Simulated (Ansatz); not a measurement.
**PF3 (phosphorus trifluoride): levels of theory compared**

We compute a comparison of 6 runs (CAM-B3LYP/STO-3G, HSE06/STO-3G, PBE/STO-3G, UB3LYP/STO-3G, CCSDT/STO-3G, CCSD/STO-3G) of PF3 (phosphorus trifluoride). 

The results are computed with Ansatz 0.2.0.

50 further runs of the same task are left out: 10 that didn't finish, 40 set aside as unsound or not needed.

## Step 1: Starting point

PF3 has 4 atoms, charge 0, and is taken as a singlet. As SMILES, `FP(F)F`. The F3–P2 distance was set to 3.143 Å, away from the relaxed value. At this shape a bond of the SMILES string is far longer than usual.

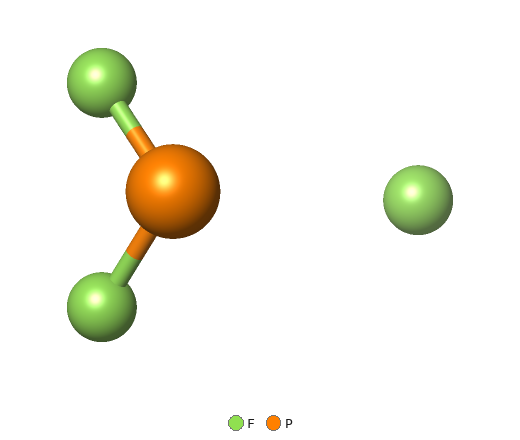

Viewed from a chosen angle; fluorine green, phosphorus orange.

## Step 2: The energy at CAM-B3LYP/STO-3G (run 1)

job.yaml reads:

```yaml
crystal:
  periodic: [false, false, false]
  atoms:
    - {symbol: F, position_ang: [1.598813, 0.347917, 1.803715]}
    - {symbol: P, position_ang: [0.466913, 1.325717, 1.321515]}
    - {symbol: F, position_ang: [-1.061900, -0.696500, -0.536900]}
    - {symbol: F, position_ang: [1.289413, 2.056317, 0.199215]}
basis:
  gaussian:
    orbitals: STO-3G
accuracy: high
hamiltonian:
  xc: {name: CAM-B3LYP}
```

Launch:

```sh
ansatz run job.yaml --threads 1 --pin off --max-ram 2610MiB --events-out events.jsonl --progress --plain --runs-dir runs
```

The log of the run:

```text
Warning: RAYON_NUM_THREADS=1 ignored (pool sized by the plan → 1); use --threads N
Functional definition: CAM-B3LYP
  name "CAM-B3LYP"
  parameter alpha = 0.19
  parameter beta = 0.46
  parameter omega = 0.33/bohr
  parameter ac = 0.81
  exchange = (1 - alpha - beta)*b88_x + beta*b88_x_sr(omega) + alpha*exact_x + beta*exact_x_lr(omega)
  correlation = (1 - ac)*vwn5_c + ac*lyp_c
417 factors; integrals over basis functions are off by at most 2.4e-8 eV
168 factors; integrals over basis functions are off by at most 1.1e-9 eV
mean field evaluation 1: about -17195.5168 eV, gradient 2.5e1 eV
mean field evaluation 2: about -16824.1936 eV, gradient 2.4e1 eV
mean field evaluation 4: about -17197.4082 eV, gradient 1.1e1 eV
mean field evaluation 8: about -16824.2605 eV, gradient 2.6e1 eV
mean field evaluation 16: about -17205.6480 eV, gradient 6.9e-5 eV
mean field -17205.64804268 eV, -632.2959031614 hartree, gradient 2.8e-8 eV, S^2 0.000000; 2 other end points of the search recorded, 0 dependent functions left out
reference -17205.64805201 eV, -632.2959035042 hartree; 21, 21 occupied and 3, 3 virtual orbitals, 417 factors
Total energy: -17205.64805201 eV, -632.2959035042 hartree
```

Wall time 1.9 s (1 thread of Arm Neoverse V1, shared host); peak memory 0.099 GiB.

## Step 3: A single-point energy at HSE06/STO-3G (run 2)

job.yaml, as its differences from that of step 2:

```diff
@@ -10,4 +10,4 @@
     orbitals: STO-3G
+hamiltonian:
+  xc: hse06
 accuracy: high
-hamiltonian:
-  xc: {name: CAM-B3LYP}
```

Launch:

```sh
ansatz run job.yaml --threads 1 --pin off --max-ram 2610MiB --events-out events.jsonl --progress --plain --runs-dir runs
```

The log of the run:

```text
Warning: RAYON_NUM_THREADS=1 ignored (pool sized by the plan → 1); use --threads N
Functional definition: HSE06
  name "HSE06"
  parameter a = 0.25
  parameter omega = 0.11/bohr
  exchange = pbe_x - a*pbe_x_sr(omega) + a*exact_x_sr(omega)
  correlation = pbe_c
417 factors; integrals over basis functions are off by at most 2.4e-8 eV
55 factors; integrals over basis functions are off by at most 1.3e-9 eV
mean field evaluation 1: about -17189.5334 eV, gradient 2.3e1 eV
mean field evaluation 2: about -16817.5776 eV, gradient 1.7e1 eV
mean field evaluation 4: about -17190.1409 eV, gradient 1.6e1 eV
mean field evaluation 8: about -16817.9805 eV, gradient 2.5e1 eV
mean field evaluation 16: about -17199.5225 eV, gradient 6.3e-3 eV
mean field evaluation 32: about -17199.4426 eV, gradient 2.2e0 eV
mean field -17199.52248492 eV, -632.0707930659 hartree, gradient 1.5e-8 eV, S^2 0.000000; 2 other end points of the search recorded, 0 dependent functions left out
reference -17199.52248596 eV, -632.0707931039 hartree; 21, 21 occupied and 3, 3 virtual orbitals, 417 factors
Total energy: -17199.52248596 eV, -632.0707931039 hartree
```

Run time: 2 s. Hardware: 1 thread of Arm Neoverse V1, shared host; peak memory 0.099 GiB.

## Step 4: The energy at PBE/STO-3G (run 3)

job.yaml, as its differences from that of step 3:

```diff
@@ -1 +1,4 @@
+basis:
+  gaussian:
+    orbitals: STO-3G
 crystal:
@@ -7,7 +10,4 @@
     - {symbol: F, position_ang: [1.289413, 2.056317, 0.199215]}
-basis:
-  gaussian:
-    orbitals: STO-3G
 hamiltonian:
-  xc: hse06
+  xc: {name: PBE}
 accuracy: high
```

Launch:

```sh
ansatz run job.yaml --threads 1 --pin off --max-ram 2610MiB --events-out events.jsonl --progress --plain --runs-dir runs
```

The log of the run:

```text
Warning: RAYON_NUM_THREADS=1 ignored (pool sized by the plan → 1); use --threads N
Functional definition: PBE
  name "PBE"
  parameter kappa = 0.804
  parameter beta = 0.06672455060314922
  exchange = pbe_x(kappa = kappa, mu = beta*pi^2/3)
  correlation = pbe_c(beta = beta)
417 factors; integrals over basis functions are off by at most 2.4e-8 eV
mean field evaluation 1: about -17187.8603 eV, gradient 2.0e1 eV
mean field evaluation 2: about -16813.6245 eV, gradient 1.6e1 eV
mean field evaluation 4: about -17186.6753 eV, gradient 2.4e1 eV
mean field evaluation 8: about -17198.2671 eV, gradient 3.3e-1 eV
mean field evaluation 16: about -17198.2563 eV, gradient 2.7e-8 eV
mean field -17198.25626390 eV, -632.0242603016 hartree, gradient 2.7e-8 eV, S^2 0.000000; 2 other end points of the search recorded, 0 dependent functions left out
reference -17198.25626494 eV, -632.0242603396 hartree; 21, 21 occupied and 3, 3 virtual orbitals, 417 factors
Total energy: -17198.25626494 eV, -632.0242603396 hartree
```

Run time: 1.5 s. Hardware: 1 thread of Arm Neoverse V1, shared host; peak memory 0.098 GiB.

Runs 4 to 5 aren't shown in full; the table further down has their settings and results.

## Step 5: A single-point energy at CCSD/STO-3G (run 6)

run.yaml reads:

```yaml
crystal:
  periodic: [false, false, false]
  atoms:
    - symbol: F
      position_ang: [1.598813, 0.347917, 1.803715]
    - symbol: P
      position_ang: [0.466913, 1.325717, 1.321515]
    - symbol: F
      position_ang: [-1.061900, -0.696500, -0.536900]
    - symbol: F
      position_ang: [1.289413, 2.056317, 0.199215]
basis:
  gaussian:
    orbitals: STO-3G
scf:
  omitted_lower_state_checks: [cluster_reference, increment]
accuracy: high
correlation:
  method: ccsd
  frozen_orbitals: {F: 1, P: 5}
```

Launch:

```sh
ansatz run run.yaml --threads 1 --pin off --max-ram 2610MiB --events-out events.jsonl --progress --plain --runs-dir runs
```

The log of the run:

```text
Warning: RAYON_NUM_THREADS=1 ignored (pool sized by the plan → 1); use --threads N
[... 13 lines left out ...]
8 core orbitals not correlated: weight in the atoms' cores, before any rotation towards them, 1.000 or more for the frozen orbitals, at most 0.000 for the correlated occupied ones
[... 56 lines left out ...]
WARN: these amplitudes may be one of several solutions (largest doubles amplitude 0.89, level shift 15.62 eV)
Total energy: -17170.60733814 eV, -631.0081810210 hartree
Checks for a lower state left out: cluster_reference, increment
```

Run time: 0.46 s. Hardware: 1 thread of Arm Neoverse V1, shared host.

## Step 6: All runs side by side

| run | level | frozen core orbitals | energy (Eh) | wall time |
| --- | --- | --- | --- | --- |
| 1 | CAM-B3LYP/STO-3G | – | -632.295904 | 1.9 s |
| 2 | HSE06/STO-3G | – | -632.070793 | 2 s |
| 3 | PBE/STO-3G | – | -632.024260 | 1.5 s |
| 4 | UB3LYP/STO-3G | – | -632.481860 | 5.4 s |
| 5 | CCSDT/STO-3G | 8 | -631.021505 | 1 s |
| 6 | CCSD/STO-3G | 8 | -631.008181 | 0.46 s |

## Step 7: Summary of results

| quantity | value |
| --- | --- |
| run 6: total energy | -631.00818 Eh |
| run 6: correlation energy (8 core orbitals frozen) | -296.0 mEh |
| run 6: T1 diagnostic | 0.042 |

**Reading.** Totals of different functionals can't be ranked against each other. In run 6 the T1 diagnostic is large, so a single reference may not serve. In runs 5, 6 the log says that unrestricted orbitals would lower the reference, so the values rest on an unstable closed-shell determinant (other closed-shell runs at this shape may share the fault). In runs 1, 2, 3, 4, 5, 6 the basis is minimal, so the values are rough. In runs 1, 2, 3, 6 a closed-shell determinant meets a far-stretched bond, which it describes badly. Spin contamination of the reference: run 4 ⟨S²⟩ = 0.92. Where it is this large, the reference is a mixture of spin states, and values that rest on it are in doubt. All runs together took 12 s, the longest 5.4 s.
